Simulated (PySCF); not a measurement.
# Li₂Cl₂: structure of the singlet

Aim: relax Li₂Cl₂ as a singlet from a hand-made butterfly geometry, check by its vibrations whether the end is a minimum, and collect its spectrum and constants.

Method: PBE0, basis Li def2-TZVP, Cl def2-TZVP, no relativity, density fitting; program: PySCF 2.14.0.

**1. Starting geometry**

4 atoms, charge 0, spin multiplicity 1.

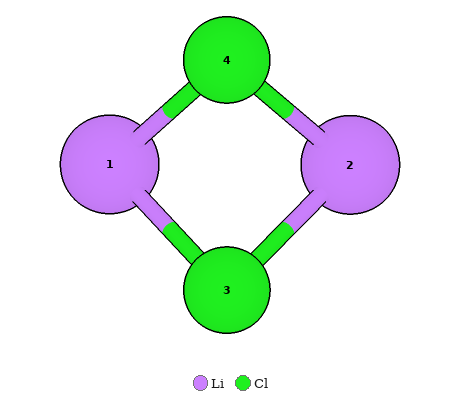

The starting geometry (lithium purple, chlorine green); atoms are numbered from 1 in the order of the file.

Z-matrix (Å, degrees; charge 0 multiplicity 1):
```
Li
Li 1 2.6600
Cl 1 2.3097 2 54.84
Cl 1 2.3097 2 54.84 3 85.02
```

**2. Finding the electronic state**

The steps below are one call of a driver around PySCF. For each, scf.py gives the equivalent set-up of the SCF; relaxations use the driver's own optimiser. After this first run the driver tries any further starts and a stability analysis.

scf.py reads:

```python
from pyscf import gto, scf, dft
mol = gto.M(atom='''
Li     1.330000     0.000000     0.000000
Li    -1.330000     0.000000     0.000000
Cl     0.000000     1.276000     1.392000
Cl     0.000000    -1.276000     1.392000''',
    basis={'Li': 'def2-TZVP', 'Cl': 'def2-TZVP'},
    charge=0, spin=0)
mf = dft.RKS(mol, xc='PBE0')
mf.grids.atom_grid = (50, 194)
aux = {'Li': 'def2-universal-JKFIT', 'Cl': 'def2-universal-JKFIT'}
mf = mf.density_fit(auxbasis=aux)
mf.conv_tol = 1e-08
mf.diis_space = 10
mf.max_cycle = 60
mf.init_guess = 'minao'
mf.verbose = 4
mf.kernel()
```

Command:

```bash
$ OMP_NUM_THREADS=2 python axn.py task.json out
```

Output:

```text
init E= -935.249918327648
  HOMO = -0.321781647883757  LUMO = -0.109679190341879  gap/eV = 5.77160
cycle= 1 E= -935.172351237893  delta_E= 0.0776  |g|= 0.477  |ddm|=  1.3
  HOMO = -0.073016557875617  LUMO = -0.0572557589015941  gap/eV = 0.42887
cycle= 2 E= -935.148555347744  delta_E= 0.0238  |g|= 0.625  |ddm|= 1.34
  HOMO = -0.174210531814118  LUMO = -0.0624906367930897  gap/eV = 3.04005
cycle= 3 E= -935.251577315207  delta_E= -0.103  |g|= 0.0375  |ddm|= 0.682
  HOMO = -0.180100535123703  LUMO = -0.0648560568244818  gap/eV = 3.13596
cycle= 4 E= -935.251810836794  delta_E= -0.000234  |g|= 0.0175  |ddm|= 0.0389
  HOMO = -0.180500377006304  LUMO = -0.0638554166672058  gap/eV = 3.17407
cycle= 5 E= -935.251893017221  delta_E= -8.22e-05  |g|= 0.00207  |ddm|= 0.0127
  HOMO = -0.180599861642005  LUMO = -0.0638812043918371  gap/eV = 3.17608
cycle= 6 E= -935.25189400532  delta_E= -9.88e-07  |g|= 0.000635  |ddm|= 0.00162
  HOMO = -0.180620154808533  LUMO = -0.0638554391046  gap/eV = 3.17733
cycle= 7 E= -935.251894101342  delta_E= -9.6e-08  |g|= 9.1e-05  |ddm|= 0.000468
  HOMO = -0.180622363118751  LUMO = -0.0638533950374125  gap/eV = 3.17745
cycle= 8 E= -935.251894103691  delta_E= -2.35e-09  |g|= 7.44e-06  |ddm|= 7.64e-05
  HOMO = -0.180618525809553  LUMO = -0.0638525693537346  gap/eV = 3.17736
Extra cycle  E= -935.251894103697  delta_E= -5.91e-12  |g|= 8.17e-06  |ddm|= 1.89e-05
converged SCF energy = -935.251894103697
```

This step, with its further starts and checks, ran for 3.4 s (2 threads, shared host).

No lower closed-shell solution turned up in the test of internal stability.

**3. Relaxing the singlet from the butterfly start**

The program finds C2v symmetry in the start, which this walk keeps.

Changes to scf.py since step 2:

```diff
@@ -3,4 +3,4 @@
-Li     1.330000     0.000000     0.000000
-Li    -1.330000     0.000000     0.000000
-Cl     0.000000     1.276000     1.392000
-Cl     0.000000    -1.276000     1.392000''',
+Li     1.330000    -0.000000    -1.159386
+Li    -1.330000     0.000000    -1.159386
+Cl     0.000000     1.276000     0.232614
+Cl    -0.000000    -1.276000     0.232614''',
@@ -16 +15,0 @@
-mf.init_guess = 'minao'
```

The optimiser's trace:

| step | energy (Eh) | change (kJ/mol) | largest symmetric gradient (Eh/bohr) |
| --- | --- | --- | --- |
| 0 | -935.251894 | 0.00 | 0.07150 |
| 1 | -935.297394 | -119.46 | 0.02290 |
| 2 | -935.318117 | -173.87 | 0.01801 |
| 3 | -935.334819 | -217.72 | 0.01317 |
| 4 | -935.343454 | -240.39 | 0.00955 |
| 5 | -935.347054 | -249.84 | 0.01176 |
| 6 | -935.348552 | -253.78 | 0.01095 |
| 7 | -935.351289 | -260.96 | 0.00345 |
| 8 | -935.351520 | -261.57 | 0.00092 |
| 9 | -935.351540 | -261.62 | 0.00085 |
| 10 | -935.351568 | -261.69 | 0.00053 |
| 11 | -935.351574 | -261.71 | 0.00039 |
| 12 | -935.351582 | -261.73 | 0.00006 |

The walk took 14 s.

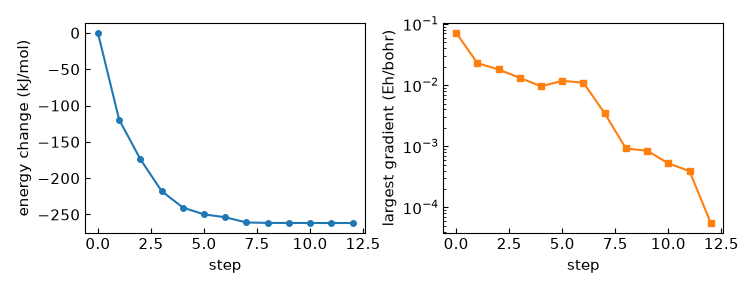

Energy and largest gradient along the walk.

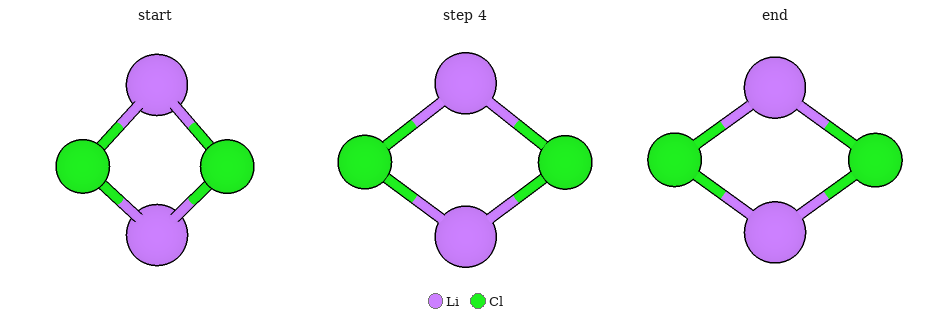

Start and end of the relaxation, with a step between.

It settles in D2h symmetry, 261.7 kJ/mol below the start, after 12 steps: Li–Cl 2.189 Å (×4), Li–Li 2.567 Å; Cl–Li–Cl 108.2° (×2), Cl–Li–Li 54.1° (×4), Li–Cl–Li 71.8° (×2).

**4. Vibrations and properties at this point**

The point is checked on the finer grid, and tightened if its gradient asks for it. The Hessian and the dipole derivatives come from central differences of analytic gradients, with steps of 0.02 bohr.

Changes to scf.py since step 3:

```diff
@@ -3,4 +3,4 @@
-Li     1.330000    -0.000000    -1.159386
-Li    -1.330000     0.000000    -1.159386
-Cl     0.000000     1.276000     0.232614
-Cl    -0.000000    -1.276000     0.232614''',
+Li     1.283448    -0.000000     0.000000
+Li    -1.283448     0.000000    -0.000000
+Cl     0.000000     1.773102     0.000000
+Cl    -0.000000    -1.773102    -0.000000''',
@@ -10 +10 @@
-mf.grids.atom_grid = (50, 194)
+mf.grids.atom_grid = (75, 302)
@@ -13 +13 @@
-mf.conv_tol = 1e-08
+mf.conv_tol = 1e-10
```

The driver hands on the density of the step before, so the log starts near convergence.

SCF at the final geometry:

```text
init E= -935.351846653198
  HOMO = -0.295769606238261  LUMO = -0.0280845541793675  gap/eV = 7.28408
cycle= 1 E= -935.351846653198  delta_E=    0  |g|= 2.47e-06  |ddm|= 3.71e-06
  HOMO = -0.295770002501567  LUMO = -0.0280844933377863  gap/eV = 7.28409
Extra cycle  E= -935.351846653197  delta_E= 1.14e-12  |g|= 2.44e-06  |ddm|= 3.63e-06
converged SCF energy = -935.351846653197
```

The whole step took 17 s.

Geometry: D2h; Li–Cl 2.189 Å (×4), Li–Li 2.567 Å; Cl–Li–Cl 108.2° (×2), Cl–Li–Li 54.1° (×4), Li–Cl–Li 71.8° (×2).

Modes, for the most abundant isotopes:

```json
{"symmetry": "b3u", "ω (cm⁻¹)": "186", "IR (km/mol)": "120"}
{"symmetry": "ag", "ω (cm⁻¹)": "214", "IR (km/mol)": "0.0"}
{"symmetry": "b1u", "ω (cm⁻¹)": "384", "IR (km/mol)": "205"}
{"symmetry": "b3g", "ω (cm⁻¹)": "444", "IR (km/mol)": "0.0"}
{"symmetry": "ag", "ω (cm⁻¹)": "467", "IR (km/mol)": "0.0"}
{"symmetry": "b2u", "ω (cm⁻¹)": "530", "IR (km/mol)": "250"}
```

Every mode is real; the point is a minimum.

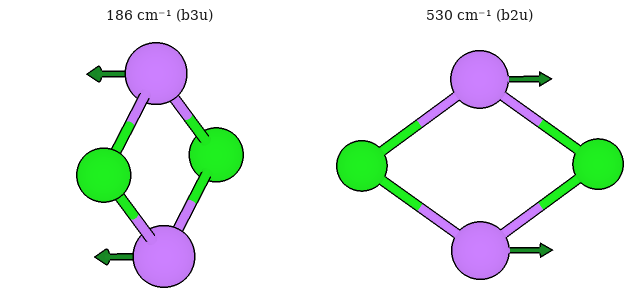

How the atoms move in 2 of the modes.

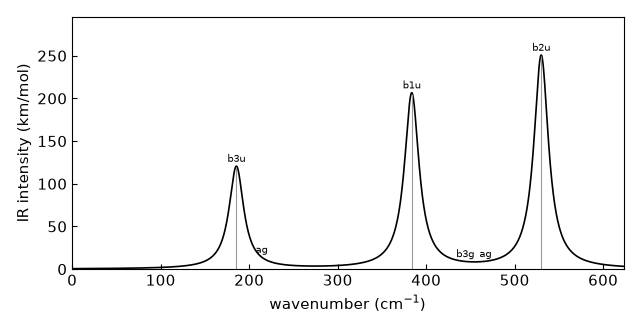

The harmonic infrared spectrum (widths in cm⁻¹). Lines are broadened to a width of 20 cm⁻¹ (Lorentzian).

Constants and moments:

- Dipole moment: 0.00 D
- Highest occupied level: -8.05 eV
- Lowest empty level: -0.76 eV
- Rotational constants: 0.7293, 0.07667, 0.06938 cm⁻¹
- Zero-point energy: 13.3 kJ/mol
- Principal polarisabilities: 33.1, 40.2, 41.0 bohr³
- Atomisation energy without zero-point energy: 1110 kJ/mol
- Principal traceless quadrupole moments about the centre of mass: -23.21, 0.87, 22.34 D Å
- Entropy at 298.15 K and 1 bar: 290.6 J/(mol K)
- Heat capacity Cp at 298.15 K: 71.2 J/(mol K)
- Enthalpy at 298.15 K above 0 K: 15.61 kJ/mol
- Rotational symmetry number: 4

Populations by atom (charges in e):

```tsv
atom	Mulliken	Löwdin	polar tensor	Mayer order to Li1
Li1	0.72	0.35	0.75	–
Li2	0.72	0.35	0.75	0.00
Cl3,4	-0.72	-0.35	-0.75	0.26
```

Outer orbital energies (eV). occupied: -21.20, -21.08, -9.32, -8.75, -8.65, -8.41, -8.30, -8.05; empty: -0.76, -0.13, 0.97, 1.40.

Mulliken populations on Li1: s 2.09, p 0.19.

**5. Summary of results**

```
                                 quantity                                                                                              value
                                  minimum                                                                                       singlet, D2h
                                 geometry  Li–Cl 2.189 Å (×4), Li–Li 2.567 Å; Cl–Li–Cl 108.2° (×2), Cl–Li–Li 54.1° (×4), Li–Cl–Li 71.8° (×2)
                       wavenumbers (cm⁻¹)                                     186 (b3u), 214 (ag), 384 (b1u), 444 (b3g), 467 (ag), 530 (b2u)
                            dipole moment                                                                                             0.00 D
     highest occupied, lowest empty level                                                                                    -8.05, -0.76 eV
               polar-tensor charge of Li1                                                                                            +0.75 e
                        zero-point energy                                                                                        13.3 kJ/mol
                      entropy at 298.15 K                                                                                    290.6 J/(mol K)
atomisation energy (no zero-point energy)                                                                                        1110 kJ/mol
```

From C2v at the start the molecule goes to a D2h minimum. The strongest infrared band lies at 530 cm⁻¹ (b2u). The dipole vanishes although Li1 carries +0.7 e by the polar tensor: the bond dipoles cancel. Other starts or spin states, not run here, may lie lower.

The search up to here took 35 s.
